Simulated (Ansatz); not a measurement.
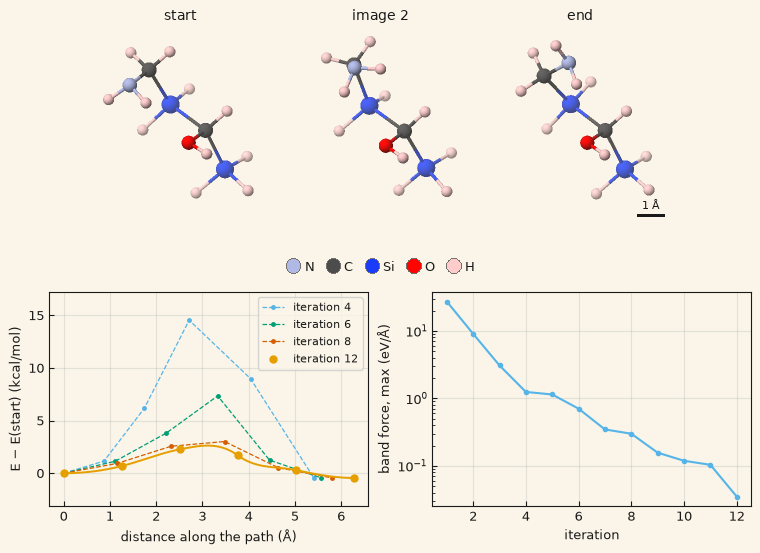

A search for the minimum-energy path of C2H11NOSi2 by the nudged elastic band. Images are numbered from 0 (start) to 5 (end). The plot follows the band through its iterations. The picture is a ball-and-stick view, seen from a free direction.

The calculation used RKS PBE0-D4/6-31G* in Ansatz. Set-up: 4 movable images; no climbing image; force threshold 0.05 eV/Å; iteration limit 57; starting path through a guess of the saddle point.

> Judge this run.

The run is converged, with reservations. The band converged in 12 iterations. The largest component of the band force went from 27 to 0.035 eV/Å. No image climbed, so the highest image needn't lie on the saddle point, and the true maximum along this path can be higher. The first iteration put the highest image at 304.15 kcal/mol. Forward barrier 2.27 kcal/mol, backward barrier 2.71 kcal/mol, with image 2 at the top; the reaction energy is −0.45 kcal/mol.

The run took 3.4 min on 2 threads of Intel(R) Xeon(R) Platinum 8375C CPU @ 2.90GHz (Ice Lake), with other jobs on the host, peak memory 0.36 GiB.
